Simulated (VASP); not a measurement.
Band structure of InP (zinc blende). Method: PBEsol GGA, VASP's PBE PAW potentials (set 64) (plane waves; VASP 6.6.1).

Unless said otherwise, spin-orbit coupling is left out, though it shifts the bands of the heavy elements here.

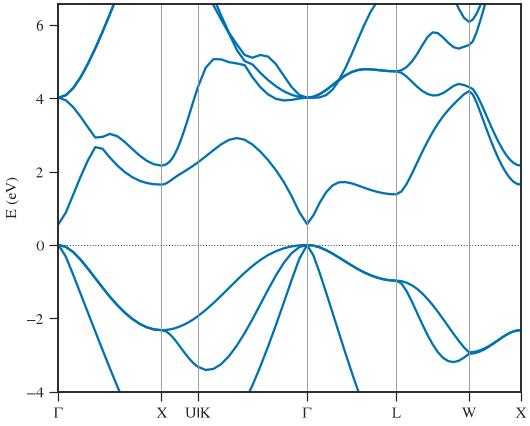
Bands along high-symmetry lines, zero at the valence-band maximum or, without a gap, the Fermi level

Q: Read the plot: is there a gap, and where are the band edges?

A: The gap is direct, 0.57 eV, from the valence maximum at Γ to the conduction minimum at Γ. (Edges off the drawn lines would not show.)

Measured: gap 1.47 eV (computed value off by -0.90 eV), as given by Wei Chen et al., Physical Review Materials (2018), doi:10.1103/physrevmaterials.2.073803 [zero-point renormalisation of 0.05 eV added back (the table's ZPR column)].

The compound is InP in the zinc blende structure. It was relaxed first.
